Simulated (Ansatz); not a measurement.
The calculation's input:

```
crystal:
  periodic: [false, false, false]
  atoms:
    - {symbol: C, position_ang: [0.000000, 0.000000, -2.271505]}
    - {symbol: Mg, position_ang: [0.000000, 0.000000, 0.839720]}
    - {symbol: "N", position_ang: [0.000000, 0.000000, -1.090166]}
    - {symbol: H, position_ang: [0.000000, 0.000000, 2.521952]}
basis:
  gaussian:
    orbitals: def2-TZVPD
hamiltonian:
  xc: {name: PBE0}
output: {forces: true, orbitals: {seedname: orbitals}}
```

Command:

```sh
ansatz run input.yaml --threads 1 --pin off --max-ram 2610MiB --events-out events.jsonl --progress --plain --runs-dir runs
```

Geometry: PBE0-D3(BJ)/def2-SVP.

Method: Ansatz, isolated molecule in a Gaussian basis; Kohn-Sham density functional theory, functional PBE0.

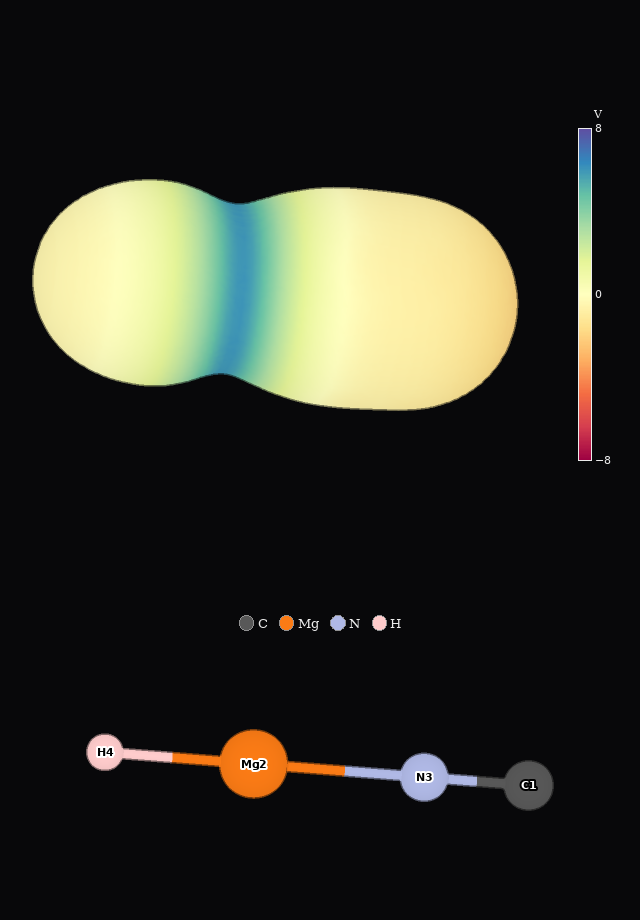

CHMgN. The molecular electrostatic potential painted on the density surface at 0.002 e/bohr³, seen at a tilt; the colour scale runs from red (negative) to blue (positive). The bare structure is drawn below in the same view.

> Describe the electrostatic potential map.

The most negative region (about −2.1 V) lies over C1, the most positive (about +6.0 V) over Mg2.

> What dipole moment does the calculation give?

Its dipole moment is 3.49 D.
